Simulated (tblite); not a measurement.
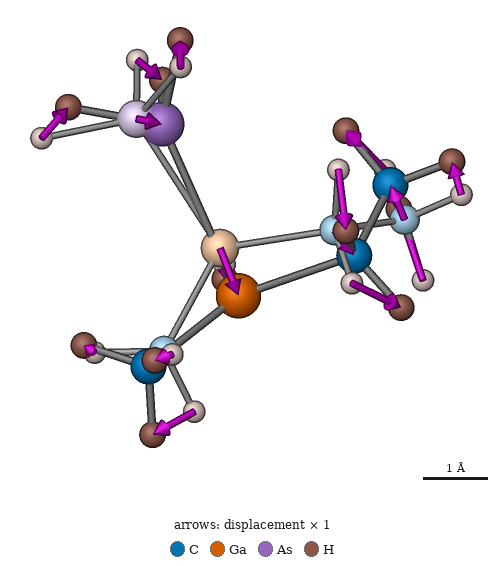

A relaxation of C$_{3}$H$_{12}$AsGa. The starting structure is drawn faded, the final one solid; purple arrows show the displacements, at their true length. The two geometries are superimposed by the best rigid fit.

Style: ball-and-stick. Shown at a tilt.

The calculation used GFN2-xTB geometry optimisation, gas phase in tblite. 

> What did the optimiser do to the structure, and how much energy did it gain?

The largest move after the best rigid fit is that of an H atom, 1.25 Å. By element the largest moves are H 1.25 Å, Ga 0.80 Å, C 0.60 Å, As 0.42 Å. Among the contacts that change: As–Ga 2.452 → 2.955 Å, C–Ga 1.966 → 2.049 Å, As–H 1.561 → 1.490 Å, C–Ga 1.991 → 2.032 Å. Among the angles between lasting bonds that change: Ga–As–H 109.5° → 140.1°, As–Ga–H 110.3° → 84.9°, H–As–H 110.5° → 89.5°. Over 175 geometry steps the energy falls by 142.8 kJ/mol. The run took 1.7 s on 1 thread of Arm Neoverse N1, on a shared host.
